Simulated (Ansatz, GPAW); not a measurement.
# Screening of a field by 1T-SiSTe under 2H-WSTe, AA, part 2 of 3

How does 1T-SiSTe under 2H-WSTe, AA screen a perpendicular field?

GPAW 26.7.0 and Ansatz 0.2.0; Ansatz plane waves; layer without images along its normal, relaxation of atoms and in-plane cell, with D3(BJ) dispersion (the session's first sound run).

So far. Step 2 (Relaxation): The relaxation lowered the energy of the cell by 2.72 eV.

## (3) Plane waves, PBE

With the geometry fixed, the planar mean of the potential gives the vacuum level on each side.

This step: GPAW, PAW setups; slab in vacuum (GPAW 26.7.0).

The cell differs from the one that the last finished run ended in (c 42.137 → 24.162 Å).

run.py reads:

```python
import json
import numpy as np
from ase import Atoms
from gpaw import GPAW, PW

slab = Atoms(
    ['Te', 'Si', 'S', 'Te', 'W', 'S'],
    positions=[
        [1.70452, 0.98411, 7.00000],
        [-0.00000, -0.00000, 8.79250],
        [-0.00000, 1.96821, 10.04901],
        [-0.00000, 1.96821, 13.81875],
        [-0.00000, -0.00000, 15.70762],
        [-0.00000, 1.96821, 17.16198]],
    cell=[[3.40905, 0.0, -0.0], [-1.70452, 2.95232, 0.0], [-0.0, 0.0, 24.162]],
    pbc=[True, True, False])

slab.calc = GPAW(mode=PW(400), xc='PBE', kpts={'size': (9, 9, 1), 'gamma': True},
                 occupations={'name': 'fermi-dirac', 'width': 0.05}, nbands='200%',
                 convergence={'density': 1e-05}, maxiter=200,
                 poissonsolver={'dipolelayer': 'xy'},
                 symmetry={'tolerance': 1e-3}, txt='slab.txt')
result = {}
energy = slab.get_potential_energy()
fermi = slab.calc.get_fermi_level()
v = slab.calc.get_electrostatic_potential().mean((0, 1)) - fermi
n = slab.calc.get_pseudo_density().mean((0, 1))
L = slab.cell[2, 2]
z = np.arange(len(v)) * L / len(v)
low, high = slab.positions[:, 2].min(), slab.positions[:, 2].max()
below, above = np.interp([low - 4.8, high + 4.8], z, v)
slopes = [np.interp(x, z, np.gradient(v, z)) for x in (low - 4.8, high + 4.8)]
eps = np.array([[slab.calc.get_eigenvalues(k, s) for k in range(len(slab.calc.get_ibz_k_points()))]
                for s in range(slab.calc.get_number_of_spins())]) - fermi
top, bottom = eps[eps < 0].max(), eps[eps > 0].min()
dipole = slab.get_dipole_moment()[2]
print(f'energy {energy:.4f} eV, Fermi level {fermi:.4f} eV, dipole {dipole:.5f} e A')
print(f'potential 4.8 A off the faces, from the Fermi level: lower {below:.4f} eV, upper {above:.4f} eV')
print(f'slope of the potential there: lower {slopes[0]:.5f}, upper {slopes[1]:.5f} eV/A')
print(f'nearest levels on the mesh: {top:.4f} and {bottom:.4f} eV')
print('magnetic moment', round(slab.get_magnetic_moment(), 3))
result.update(energy=energy, fermi=fermi, dipole=dipole, below=below, above=above, slopes=slopes, edges=[top, bottom],
              z=z.tolist(), v=v.tolist(), n=n.tolist(), positions=slab.positions.tolist(),
              forces=slab.get_forces(apply_constraint=False).tolist(), moments=slab.get_magnetic_moments().tolist())
json.dump(result, open('result.json', 'w'))
```

Launch:

```bash
$ OMP_NUM_THREADS=1 OPENBLAS_NUM_THREADS=1 python run.py
```

The log of the run:

```text
energy -32.8755 eV, Fermi level 1.9861 eV, dipole -0.08496 e A
potential 4.8 A off the faces, from the Fermi level: lower 4.0337 eV, upper 5.5493 eV
slope of the potential there: lower -0.00015, upper -0.00001 eV/A
nearest levels on the mesh: -0.0005 and 0.0038 eV
magnetic moment 0.0
```

It took 48 s on 1 thread of Intel Xeon Platinum 8375C at 2.90GHz (Ice Lake), shared host; peak memory 0.24 GiB.

This step gave:

```
dipole along the normal                    : -0.08496 e·Å
levels nearest the Fermi level on the mesh : -5.40e-4, 0.003813 eV from the Fermi level
upper work function                        : 5.549 eV
lower work function                        : 4.034 eV
```

The electrostatic potential energy of an electron (without an applied field's), less the Fermi level, planar mean oscillates, so the rows of the table below give means over windows of 2.5 Å about each position, cut where the curve ends. Its maxima inside the range that stand out by 2 % of the span (Å: eV): 8.0: -4.11, 9.4: -8.23, 11.8: 3.99, 14.8: -4.70, 16.5: -7.02. Its minima: 7.0: -23.1, 8.8: -13.4, 10.0: -17.6, 13.8: -23.0, 15.7: -20.3, 17.2: -16.3.

Table of electrostatic potential energy of an electron (without an applied field's), less the Fermi level, planar mean by z; means over each step:

| z (Å) | electrostatic potential energy of an electron (without an applied field's), less the Fermi level, planar mean (eV) |
| --- | --- |
| 0.0 | 4.15 |
| 2.5 | 4.03 |
| 5.0 | 2.85 |
| 7.5 | -11.8 |
| 10.0 | -8.21 |
| 12.5 | -1.89 |
| 15.0 | -13.6 |
| 17.5 | -4.58 |
| 20.0 | 5.51 |
| 22.5 | 5.55 |

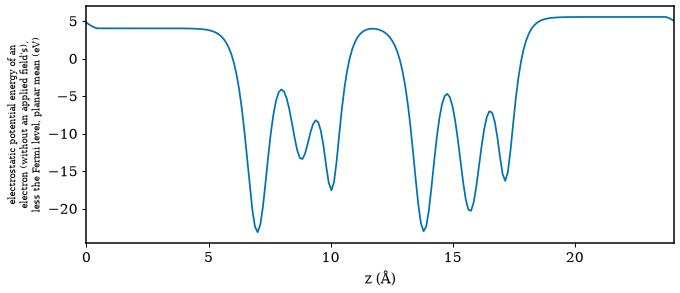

Electrostatic potential energy of an electron (without an applied field's), less the Fermi level, planar mean, plotted against z.

The pseudo valence density, planar mean oscillates, so the rows of the table below give means over windows of 2 Å about each position, cut where the curve ends. Its maxima inside the range that stand out by 2 % of the span (Å: e/Å³): 6.5: 0.324, 7.6: 0.382, 9.7: 0.469, 13.4: 0.314, 15.7: 1.32. Its minima: 6.9: 0.127, 8.6: 0.217, 11.9: 0.0210, 13.8: 0.109.

Pseudo valence density, planar mean against z; means over each step:

| z (Å) | pseudo valence density, planar mean (e/Å³) |
| --- | --- |
| 2 | 6.4e-6 |
| 4 | 0.00203 |
| 6 | 0.148 |
| 8 | 0.277 |
| 10 | 0.348 |
| 12 | 0.0712 |
| 14 | 0.295 |
| 16 | 0.755 |
| 18 | 0.189 |
| 20 | 0.00125 |
| 22 | 3.4e-6 |

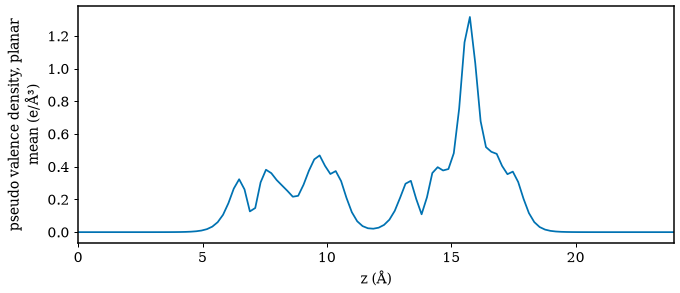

Pseudo valence density, planar mean against z.

Force by atom:

| atom | x (eV/Å) | y (eV/Å) | z (eV/Å) | size |
| --- | --- | --- | --- | --- |
| Te1 | 0.000 | 0.000 | -0.122 | 0.122 |
| Si2 | 0.000 | 0.000 | -0.068 | 0.068 |
| S3 | 0.000 | 0.000 | 0.036 | 0.036 |
| Te4 | 0.000 | 0.000 | 0.062 | 0.062 |
| W5 | 0.000 | 0.000 | -0.026 | 0.026 |
| S6 | 0.000 | 0.000 | 0.119 | 0.119 |

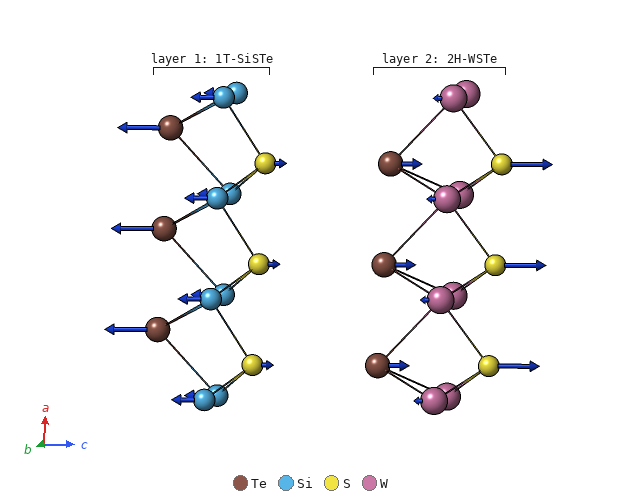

Force as arrows, the longest 0.122 eV/Å. Bonds to atoms that aren't drawn are left out. 3×1×1 cells are drawn. Some periodic images of atoms are drawn too.

The potential is flat to 1.5e-4 eV/Å where it is read, so the vacuum is wide enough. The geometry is the other program's minimum (found with a dispersion term); here the largest force on a free atom is 0.12 eV/Å.

## (4) In a field

A uniform field along the normal polarises the slab; the atoms stay fixed, so this is the electronic response alone.

run.py: that of step 3 with these lines changed.

```diff
@@ -4,2 +4,3 @@
 from gpaw import GPAW, PW
+from gpaw.external import ConstantElectricField
 
@@ -21,2 +22,3 @@
                  poissonsolver={'dipolelayer': 'xy'},
+                 external=ConstantElectricField(-0.2, [0, 0, 1]),
                  symmetry={'tolerance': 1e-3}, txt='slab.txt')
```

The log of the run:

```text
energy -32.9068 eV, Fermi level 2.0160 eV, dipole -0.22280 e A
potential 4.8 A off the faces, from the Fermi level: lower 2.7429 eV, upper 6.7487 eV
slope of the potential there: lower -0.00009, upper 0.00005 eV/A
nearest levels on the mesh: -0.0155 and 0.0100 eV
magnetic moment 0.0
```

It took 1.9 min on 1 thread; peak memory 0.39 GiB.

This step gave:

- dipole along the normal: -0.2228 e·Å
- levels nearest the Fermi level on the mesh: -0.01555, 0.009987 eV from the Fermi level
- potential below the slab, the applied field's own ramp left out: 2.743 eV from the Fermi level
- potential above the slab, the applied field's own ramp left out: 6.749 eV from the Fermi level

The electrostatic potential energy of an electron (without an applied field's), less the Fermi level, planar mean oscillates, so the rows of the table below give means over windows of 1 Å about each position, cut where the curve ends. Its maxima inside the range that stand out by 2 % of the span (Å: eV): 8.0: -4.93, 9.4: -8.77, 11.8: 3.91, 14.8: -4.19, 16.5: -6.17, 22.2: 6.75. Its minima: 7.0: -24.2, 8.8: -14.0, 10.0: -18.0, 13.8: -22.7, 15.7: -19.6, 17.2: -15.3.

Electrostatic potential energy of an electron (without an applied field's), less the Fermi level, planar mean against z; means over each step:

| z (Å) | electrostatic potential energy of an electron (without an applied field's), less the Fermi level, planar mean (eV) |
| --- | --- |
| 0 | 3.49 |
| 1 | 2.74 |
| 2 | 2.74 |
| 3 | 2.74 |
| 4 | 2.73 |
| 5 | 2.43 |
| 6 | -2.59 |
| 7 | -19.2 |
| 8 | -7.32 |
| 9 | -11.6 |
| 10 | -13.2 |
| 11 | 0.953 |
| 12 | 3.59 |
| 13 | -4.10 |
| 14 | -17.0 |
| 15 | -8.23 |
| 16 | -14.2 |
| 17 | -10.7 |
| 18 | 2.13 |
| 19 | 6.52 |
| 20 | 6.74 |
| 21 | 6.75 |
| 22 | 6.75 |
| 23 | 6.75 |
| 24 | 6.40 |

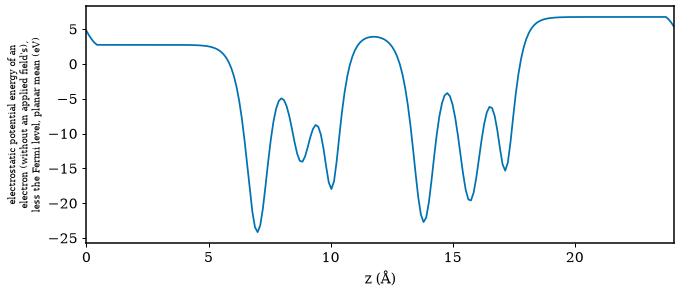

Electrostatic potential energy of an electron (without an applied field's), less the Fermi level, planar mean, plotted against z.

Force by atom:

| atom | x (eV/Å) | y (eV/Å) | z (eV/Å) | size |
| --- | --- | --- | --- | --- |
| Te1 | 0.000 | 0.000 | -0.124 | 0.124 |
| Si2 | 0.000 | 0.000 | -0.078 | 0.078 |
| S3 | 0.000 | 0.000 | 0.047 | 0.047 |
| Te4 | 0.000 | 0.000 | 0.064 | 0.064 |
| W5 | 0.000 | 0.000 | -0.060 | 0.060 |
| S6 | 0.000 | 0.000 | 0.148 | 0.148 |

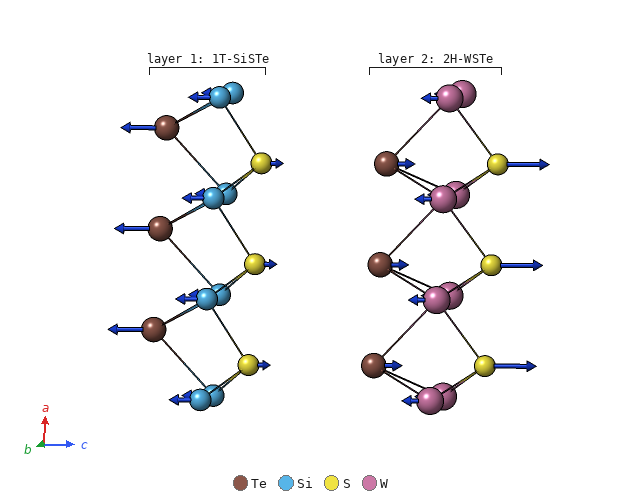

Force as arrows, the longest 0.148 eV/Å. Bonds to atoms that aren't drawn are left out. 3×1×1 cells are drawn. Some periodic images of atoms are drawn too.

The dipole is now -0.223 e Å, against -0.085 in the run without a field.

## (5) Field on

run.py: that of step 4 with these lines changed.

```diff
@@ -22,3 +22,3 @@
                  poissonsolver={'dipolelayer': 'xy'},
-                 external=ConstantElectricField(-0.2, [0, 0, 1]),
+                 external=ConstantElectricField(-0.1, [0, 0, 1]),
                  symmetry={'tolerance': 1e-3}, txt='slab.txt')
```

The log of the run:

```text
energy -32.8877 eV, Fermi level 2.0001 eV, dipole -0.15368 e A
potential 4.8 A off the faces, from the Fermi level: lower 3.3876 eV, upper 6.1508 eV
slope of the potential there: lower -0.00012, upper 0.00002 eV/A
nearest levels on the mesh: -0.0173 and 0.0070 eV
magnetic moment 0.0
```

It took 2.5 min on 1 thread; peak memory 0.39 GiB.

This step gave:

```yaml
dipole_along_the_normal: -0.1537 e·Å
levels_nearest_the_fermi_level_on_the_mesh: -0.01735, 0.006957 eV from the Fermi level
potential_below_the_slab_the_applied_field_s_own_ramp_left_out: 3.388 eV from the Fermi level
potential_above_the_slab_the_applied_field_s_own_ramp_left_out: 6.151 eV from the Fermi level
```

The electrostatic potential energy of an electron (without an applied field's), less the Fermi level, planar mean oscillates, so the rows of the table below give means over windows of 1 Å about each position, cut where the curve ends. Its maxima inside the range that stand out by 2 % of the span (Å: eV): 8.0: -4.52, 9.4: -8.50, 11.8: 3.95, 14.8: -4.44, 16.5: -6.59, 22.2: 6.15. Its minima: 7.0: -23.6, 8.8: -13.7, 10.0: -17.8, 13.8: -22.9, 15.7: -19.9, 17.2: -15.8.

The electrostatic potential energy of an electron (without an applied field's), less the Fermi level, planar mean by z; means over each step:

| z (Å) | electrostatic potential energy of an electron (without an applied field's), less the Fermi level, planar mean (eV) |
| --- | --- |
| 0 | 3.91 |
| 1 | 3.39 |
| 2 | 3.39 |
| 3 | 3.39 |
| 4 | 3.37 |
| 5 | 3.06 |
| 6 | -2.00 |
| 7 | -18.7 |
| 8 | -6.91 |
| 9 | -11.3 |
| 10 | -13.0 |
| 11 | 1.06 |
| 12 | 3.61 |
| 13 | -4.17 |
| 14 | -17.2 |
| 15 | -8.50 |
| 16 | -14.5 |
| 17 | -11.2 |
| 18 | 1.57 |
| 19 | 5.93 |
| 20 | 6.14 |
| 21 | 6.15 |
| 22 | 6.15 |
| 23 | 6.15 |
| 24 | 5.91 |

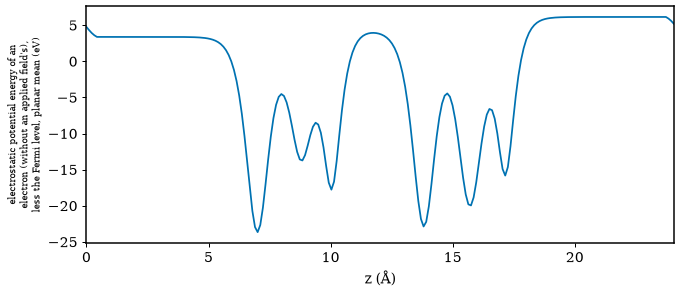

Electrostatic potential energy of an electron (without an applied field's), less the Fermi level, planar mean against z.

Force by atom:

| atom | x (eV/Å) | y (eV/Å) | z (eV/Å) | size |
| --- | --- | --- | --- | --- |
| Te1 | 0.000 | 0.000 | -0.123 | 0.123 |
| Si2 | 0.000 | 0.000 | -0.073 | 0.073 |
| S3 | 0.000 | 0.000 | 0.042 | 0.042 |
| Te4 | 0.000 | 0.000 | 0.064 | 0.064 |
| W5 | 0.000 | 0.000 | -0.044 | 0.044 |
| S6 | 0.000 | 0.000 | 0.134 | 0.134 |

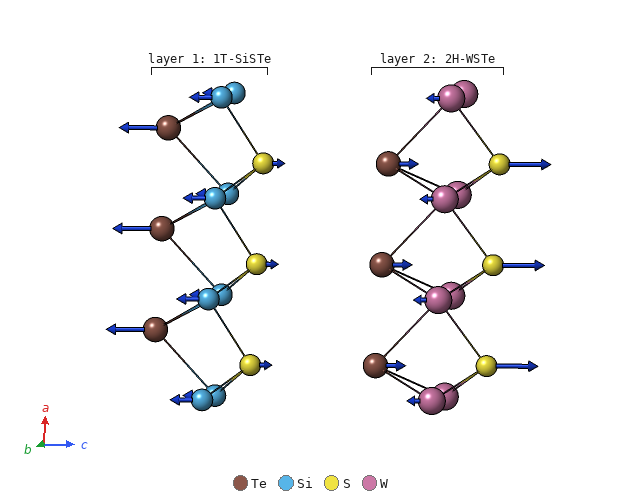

Force as arrows, the longest 0.134 eV/Å. Bonds to atoms that aren't drawn are left out. 3×1×1 cells are drawn. Some periodic images of atoms are drawn too.

The dipole is now -0.154 e Å, against -0.085 in the run without a field.

## (6) In a field

run.py: that of step 5 with these lines changed.

```diff
@@ -22,3 +22,3 @@
                  poissonsolver={'dipolelayer': 'xy'},
-                 external=ConstantElectricField(-0.1, [0, 0, 1]),
+                 external=ConstantElectricField(-0.05, [0, 0, 1]),
                  symmetry={'tolerance': 1e-3}, txt='slab.txt')
```

The log of the run:

```text
energy -32.8807 eV, Fermi level 1.9932 eV, dipole -0.11898 e A
potential 4.8 A off the faces, from the Fermi level: lower 3.7107 eV, upper 5.8498 eV
slope of the potential there: lower -0.00014, upper -0.00000 eV/A
nearest levels on the mesh: -0.0112 and 0.0054 eV
magnetic moment 0.0
```

The job ended after 2.1 min (1 thread; peak memory 0.39 GiB).

The electrostatic potential energy of an electron (without an applied field's), less the Fermi level, planar mean oscillates, so the rows of the table below give means over windows of 2 Å about each position, cut where the curve ends. Its maxima inside the range that stand out by 2 % of the span (Å: eV): 8.0: -4.32, 9.4: -8.36, 11.8: 3.97, 14.8: -4.57, 16.5: -6.81, 22.1: 5.85. Its minima: 7.0: -23.4, 8.8: -13.6, 10.0: -17.7, 13.8: -22.9, 15.7: -20.1, 17.2: -16.1.

Table of electrostatic potential energy of an electron (without an applied field's), less the Fermi level, planar mean by z; means over each step:

| z (Å) | electrostatic potential energy of an electron (without an applied field's), less the Fermi level, planar mean (eV) |
| --- | --- |
| 0 | 3.91 |
| 2 | 3.71 |
| 4 | 3.67 |
| 6 | -4.65 |
| 8 | -11.1 |
| 10 | -9.12 |
| 12 | 2.73 |
| 14 | -12.2 |
| 16 | -12.7 |
| 18 | -1.32 |
| 20 | 5.83 |
| 22 | 5.85 |
| 24 | 5.75 |

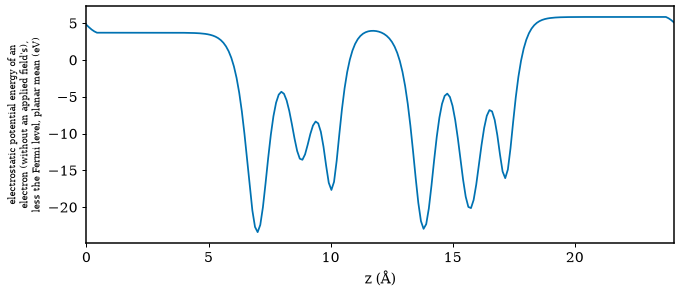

Electrostatic potential energy of an electron (without an applied field's), less the Fermi level, planar mean against z.

## (7) Field on

run.py: that of step 6 with these lines changed.

```diff
@@ -22,3 +22,3 @@
                  poissonsolver={'dipolelayer': 'xy'},
-                 external=ConstantElectricField(-0.05, [0, 0, 1]),
+                 external=ConstantElectricField(0.05, [0, 0, 1]),
                  symmetry={'tolerance': 1e-3}, txt='slab.txt')
```

The log of the run:

```text
energy -32.8721 eV, Fermi level 1.9796 eV, dipole -0.04950 e A
potential 4.8 A off the faces, from the Fermi level: lower 4.3575 eV, upper 5.2476 eV
slope of the potential there: lower -0.00014, upper -0.00002 eV/A
nearest levels on the mesh: -0.0202 and 0.0022 eV
magnetic moment 0.0
```

It took 2.1 min on 1 thread; peak memory 0.39 GiB.

## (8) In a field

run.py: that of step 7 with these lines changed.

```diff
@@ -22,3 +22,3 @@
                  poissonsolver={'dipolelayer': 'xy'},
-                 external=ConstantElectricField(0.05, [0, 0, 1]),
+                 external=ConstantElectricField(0.1, [0, 0, 1]),
                  symmetry={'tolerance': 1e-3}, txt='slab.txt')
```

The log of the run:

```text
energy -32.8704 eV, Fermi level 1.9730 eV, dipole -0.01468 e A
potential 4.8 A off the faces, from the Fermi level: lower 4.6818 eV, upper 4.9459 eV
slope of the potential there: lower -0.00021, upper -0.00003 eV/A
nearest levels on the mesh: -0.0211 and 0.0006 eV
magnetic moment 0.0
```

Elapsed: 3.1 min, on 1 thread; peak memory 0.39 GiB.

The dipole is now -0.0147 e Å, against -0.085 in the run without a field.

## (9) In a field

run.py: that of step 8 with these lines changed.

```diff
@@ -22,3 +22,3 @@
                  poissonsolver={'dipolelayer': 'xy'},
-                 external=ConstantElectricField(0.1, [0, 0, 1]),
+                 external=ConstantElectricField(0.2, [0, 0, 1]),
                  symmetry={'tolerance': 1e-3}, txt='slab.txt')
```

The log of the run:

```text
energy -32.8722 eV, Fermi level 1.9602 eV, dipole 0.05503 e A
potential 4.8 A off the faces, from the Fermi level: lower 5.3314 eV, upper 4.3421 eV
slope of the potential there: lower -0.00027, upper -0.00004 eV/A
nearest levels on the mesh: -0.0026 and 0.0194 eV
magnetic moment 0.0
```

It took 2 min on 1 thread; peak memory 0.4 GiB.

The electrostatic potential energy of an electron (without an applied field's), less the Fermi level, planar mean oscillates, so the rows of the table below give means over windows of 2.5 Å about each position, cut where the curve ends. Its maxima inside the range that stand out by 2 % of the span (Å: eV): 8.0: -3.30, 9.4: -7.68, 11.6: 4.07, 14.8: -5.23, 16.5: -7.89. Its minima: 7.0: -22.1, 8.8: -12.8, 10.0: -17.1, 13.8: -23.4, 15.7: -21.0, 17.2: -17.3.

Table of electrostatic potential energy of an electron (without an applied field's), less the Fermi level, planar mean by z; means over each step:

| z (Å) | electrostatic potential energy of an electron (without an applied field's), less the Fermi level, planar mean (eV) |
| --- | --- |
| 0.0 | 5.26 |
| 2.5 | 5.33 |
| 5.0 | 4.11 |
| 7.5 | -10.9 |
| 10.0 | -7.80 |
| 12.5 | -1.96 |
| 15.0 | -14.1 |
| 17.5 | -5.62 |
| 20.0 | 4.31 |
| 22.5 | 4.34 |

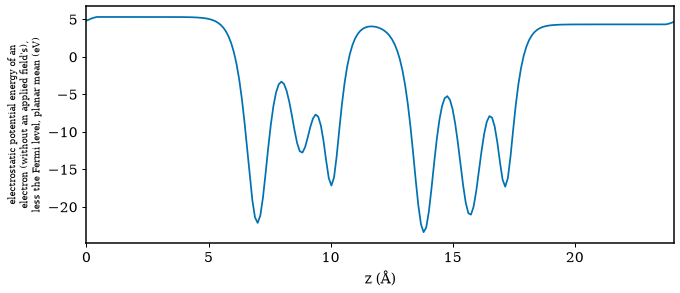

Electrostatic potential energy of an electron (without an applied field's), less the Fermi level, planar mean against z.

The dipole is now 0.0550 e Å, against -0.085 in the run without a field.

(Part 2 of 3 ends here.)

[Logs are printed without paths, hosts, clocks, repeated set-up lines and the standing remarks that a program may print on its own settings, such as how far it seeks lower states.]

[Hosts, paths, dates, database ids (printed as entryN), source tags and the programs' standing remarks are cut or masked in the printed files.]
